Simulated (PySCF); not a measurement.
SMILES CO[Si](OC)(OC)OB(O)O at its GFN2-xTB optimised geometry (Å):

```
22

Si     1.5453     0.1218     0.1222
O      1.4213    -1.2871    -0.6547
C      0.5188    -2.3426    -0.4144
O      2.7784     0.9484    -0.5185
C      2.9821     1.3055    -1.8630
O      1.8844    -0.1678     1.6783
C      2.0603     0.7650     2.7146
O      0.2244     1.0797     0.0000
B     -1.1185     1.0797     0.0000
O     -1.8314    -0.0785    -0.0054
O     -1.8039     2.2600     0.0000
H      0.7800    -2.8513     0.5146
H      0.6040    -3.0365    -1.2512
H     -0.5013    -1.9644    -0.3417
H      3.9185     1.8623    -1.9126
H      2.1629     1.9293    -2.2259
H      3.0506     0.4130    -2.4861
H      1.1785     1.4019     2.8142
H      2.2131     0.2025     3.6362
H      2.9311     1.3920     2.5172
H     -2.7784     0.0656    -0.0064
H     -1.2461     3.0365    -0.0009
```

Calculation: PBE0/def2-SVP (PySCF). Cells within 0.4 Å of a nucleus heavier than hydrogen are left out (blank, or x).

Map of the electrostatic potential (hartree/e), clipped to [-0.08, 0.12] on the plane z = 0.0 Å:

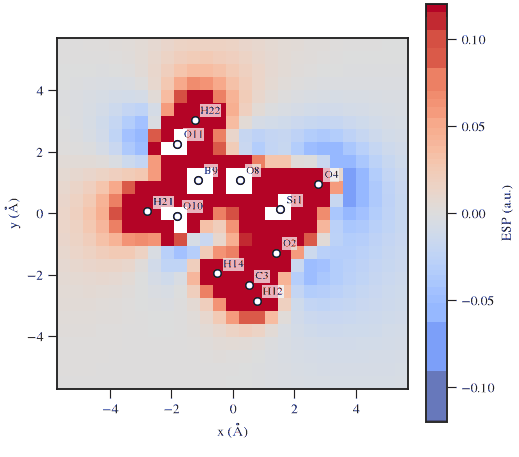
Electrostatic potential (hartree/e), clipped to [-0.08, 0.12] on the plane z = 0.0 Å.
